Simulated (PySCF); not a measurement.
Consider C7H11ClSi.

```yaml
atoms:
  - { symbol: C, position_ang: [3.1518, 1.5329, 1.0477] }
  - { symbol: C, position_ang: [2.3621, 0.4162, 0.5859] }
  - { symbol: C, position_ang: [1.7049, -0.5145, 0.1914] }
  - { symbol: Si, position_ang: [0.6604, -1.9224, -0.3785] }
  - { symbol: Cl, position_ang: [0.1451, -3.0320, 1.2449] }
  - { symbol: C, position_ang: [-0.9235, -1.2474, -1.2037] }
  - { symbol: C, position_ang: [-1.7660, -0.4155, -0.2650] }
  - { symbol: C, position_ang: [-2.6620, 0.6567, -0.8071] }
  - { symbol: C, position_ang: [-1.4278, 1.0254, -0.0391] }
  - { symbol: H, position_ang: [2.5406, 2.4347, 1.0752] }
  - { symbol: H, position_ang: [3.5310, 1.3314, 2.0490] }
  - { symbol: H, position_ang: [3.9941, 1.6960, 0.3759] }
  - { symbol: H, position_ang: [1.4150, -2.7786, -1.2960] }
  - { symbol: H, position_ang: [-0.6495, -0.6418, -2.0687] }
  - { symbol: H, position_ang: [-1.5265, -2.0770, -1.5827] }
  - { symbol: H, position_ang: [-2.1338, -0.9668, 0.5924] }
  - { symbol: H, position_ang: [-2.6632, 0.8263, -1.8735] }
  - { symbol: H, position_ang: [-3.6241, 0.8138, -0.3433] }
  - { symbol: H, position_ang: [-0.5936, 1.4380, -0.5861] }
  - { symbol: H, position_ang: [-1.5403, 1.4353, 0.9528] }
```

Geometry: GFN2-xTB.

Theory: PBE0/pcSseg-1, SCF density, gas phase, non-relativistic in PySCF.

Q: What will maps of the electron density and electron localisation function show?

A: C–C (1.21 Å): ρ is about 2.7 e/Å³ halfway; the ELF peaks at about 0.85 between the atoms: a short, multiple covalent bond.
C–Si (1.84 Å): ρ is about 0.94 e/Å³ halfway; the ELF peaks at about 0.95 between the atoms, as expected for localised, covalent bonding.
C–H (1.09 Å): ρ at the midpoint is about 2 e/Å³; the ELF climbs to about 1 towards the hydrogen, as it does in any bond to H: a covalent bond by its length.
C–Si (1.91 Å): ρ at the midpoint is about 0.93 e/Å³; the ELF peaks at about 0.95 between the atoms: localised, covalent bonding.

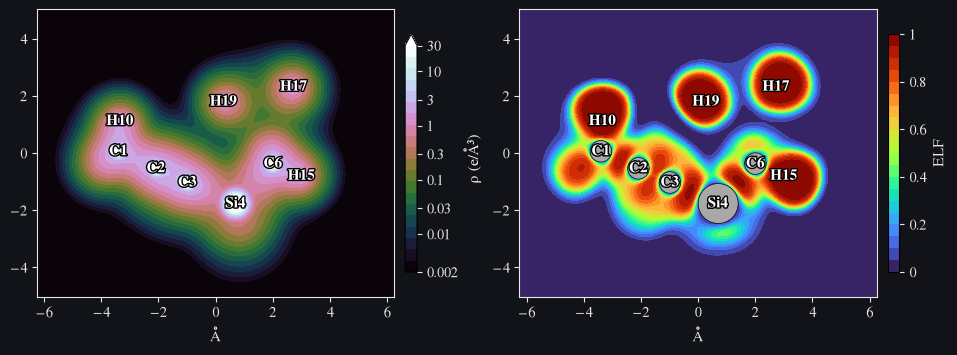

Computed electron density and electron localisation function on the plane of atoms Si4, C6 and H15, in this order. Grey discs cover the atomic cores in the ELF map. 
